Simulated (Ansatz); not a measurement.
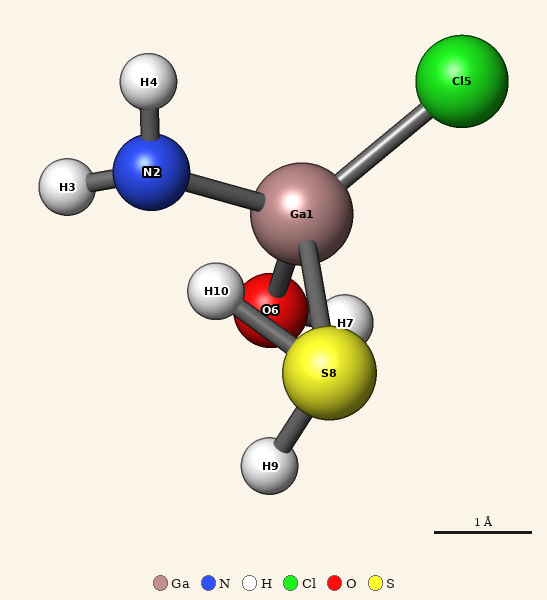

*The input geometry (ball-and-stick view, seen at a tilt; atoms are numbered from 1 in the order of the input). Sticks mark near contacts.*

Frequency calculation of GaNH$_{5}$SClO

The run: frequency calculation of GaNH$_{5}$SClO. Method and program: RKS PBE0/def2-SVP (Ansatz 0.2.0).

It belongs to a series of runs on one base structure; here: vibrations at the highest image of the band. Figures and captions count atoms from 1; the log counts them from 0 in places.

Log
```
Engine: ansatz 0.2.0, x86_64-unknown-linux-gnu
Functional definition: PBE0
  parameter a = 0.25
  parameter kappa = 0.804
  parameter beta = 0.06672455060314922
  exchange = (1 - a)*pbe_x(kappa = kappa, mu = beta*pi^2/3) + a*exact_x
  correlation = pbe_c(beta = beta)
1245 factors; integrals over basis functions are off by at most 5.7e-4 eV
mean field evaluation 1: about -79312.6645 eV, gradient 7.2e1 eV
mean field evaluation 2: about -79288.3066 eV, gradient 1.3e2 eV
mean field evaluation 4: about -79322.1641 eV, gradient 7.6e0 eV
mean field evaluation 8: about -79322.2921 eV, gradient 4.2e-1 eV
mean field evaluation 16: about -79322.2925 eV, gradient 1.8e-5 eV
mean field -79322.29250414 eV, -2915.0404829463 hartree, gradient 1.9e-5 eV, S^2 0.000000; 0 other end points of the search recorded, 0 dependent functions left out
the calculation of the forces begins
reference -79322.29253294 eV, -2915.0404840047 hartree; 42, 42 occupied and 79, 79 virtual orbitals, 1245 factors
these checks for a lower state are left out or cut short: stability, starts, cluster_reference, orbital_swaps, neighbouring_geometries, increment
1245 factors; integrals over basis functions are off by at most 5.7e-4 eV
mean field -79322.29241205 eV, -2915.0404795621 hartree, gradient 9.5e-7 eV, S^2 0.000000; 0 other end points of the search recorded, 0 dependent functions left out
[... from here on the field's lines of each further geometry are left out, up to the last ...]
the calculation of the forces begins
reference -79322.29250350 eV, -2915.0404829226 hartree; 42, 42 occupied and 79, 79 virtual orbitals, 1245 factors
these checks for a lower state are left out or cut short: stability, starts, cluster_reference, orbital_swaps, neighbouring_geometries, increment
1245 factors; integrals over basis functions are off by at most 5.7e-4 eV
mean field -79322.29247030 eV, -2915.0404817027 hartree, gradient 1.4e-6 eV, S^2 0.000000; 0 other end points of the search recorded, 0 dependent functions left out
the calculation of the forces begins
reference -79322.29249910 eV, -2915.0404827612 hartree; 42, 42 occupied and 79, 79 virtual orbitals, 1245 factors
WARN: phonons: modes at or below zero, which the zero-point energy, F, S and C_V leave out: 1, the lowest at -252.70 cm⁻¹. A minimum has none, and a first-order saddle one
Total energy: -79322.29253294 eV, -2915.0404840047 hartree
Atom 0 at    -0.020459    -0.285298     0.260261 Å, force     0.002146     0.001602     0.005176 eV/Å
Atom 1 at     0.077254    -0.215385     2.153059 Å, force    -0.005411    -0.003444     0.001126 eV/Å
Atom 2 at    -0.807026    -0.006348     2.616013 Å, force    -0.000083    -0.000386    -0.001892 eV/Å
Atom 3 at     0.786758     0.404420     2.541879 Å, force     0.003647    -0.000431    -0.003408 eV/Å
Atom 4 at     1.533527     0.692222    -0.880962 Å, force     0.002104     0.001281    -0.000856 eV/Å
Atom 5 at    -1.690477    -0.407969    -0.365414 Å, force     0.003236    -0.000587    -0.006037 eV/Å
Atom 6 at    -1.757583    -0.330253    -1.322324 Å, force    -0.003826    -0.000855     0.005120 eV/Å
Atom 7 at     0.730721    -2.690225     0.696132 Å, force     0.002262     0.002231    -0.002470 eV/Å
Atom 8 at    -0.555079    -3.108253     0.698793 Å, force    -0.001735    -0.000872     0.002392 eV/Å
Atom 9 at     0.522666    -1.826510     1.845463 Å, force    -0.002340     0.001461     0.000848 eV/Å
Dipole moment:    -0.224976    -0.182434     0.380764 e Å
Vibrations: -252.70 82.04 125.81 147.25 176.54 221.57 245.80 276.86 401.66 467.55 486.88 583.28 621.81 705.98 777.18 789.04 830.17 1276.33 1533.27 1730.75 2716.15 3545.60 3644.14 3920.39 cm⁻¹, zero-point energy 1.568775 eV
```

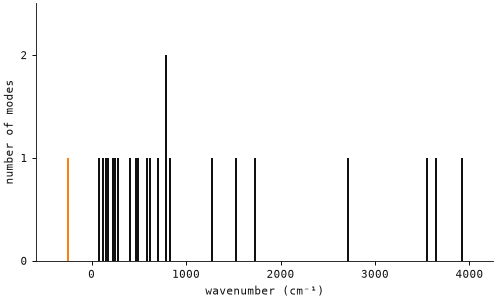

*Harmonic vibrational wavenumbers from the force constants; neighbouring modes closer than 19 cm⁻¹ are counted in one stick, and imaginary ones are drawn at negative wavenumbers.*

24 modes from 253i to 3920 cm⁻¹, 1 imaginary beyond 8i (253i cm⁻¹): a first-order saddle point, if the geometry is stationary.

This output came from the following input.

The input
```yaml
crystal:
  periodic: [false, false, false]
  atoms:
    - { symbol: Ga, position_ang: [-0.020459, -0.285298, 0.260261] }
    - { symbol: "N", position_ang: [0.077254, -0.215385, 2.153059] }
    - { symbol: H, position_ang: [-0.807026, -0.006348, 2.616013] }
    - { symbol: H, position_ang: [0.786758, 0.40442, 2.541879] }
    - { symbol: Cl, position_ang: [1.533527, 0.692222, -0.880962] }
    - { symbol: O, position_ang: [-1.690477, -0.407969, -0.365414] }
    - { symbol: H, position_ang: [-1.757583, -0.330253, -1.322324] }
    - { symbol: S, position_ang: [0.730721, -2.690225, 0.696132] }
    - { symbol: H, position_ang: [-0.555079, -3.108253, 0.698793] }
    - { symbol: H, position_ang: [0.522666, -1.82651, 1.845463] }
basis:
  gaussian: { orbitals: def2-SVP }
hamiltonian:
  xc: pbe0
phonons: {}
```

Launched with:
```bash
ansatz run input.yaml --threads 4 --pin off --max-ram 5120MiB --backend cpu --events-out ev --progress --plain --runs-dir out
```

Key numbers

| quantity | value |
| --- | --- |
| outcome | converged |
| total energy | −79322.2925 eV |
| mean-field energy | −79322.2925 eV |
| largest force (length of the vector) | 0.007 eV/Å |
| hardware | 4 threads of Intel Xeon (Sapphire Rapids), 32 GiB of memory available, shared host |
| wall time | 75 s (CPU time 4.4 min) |
| peak memory | 0.35 GiB |
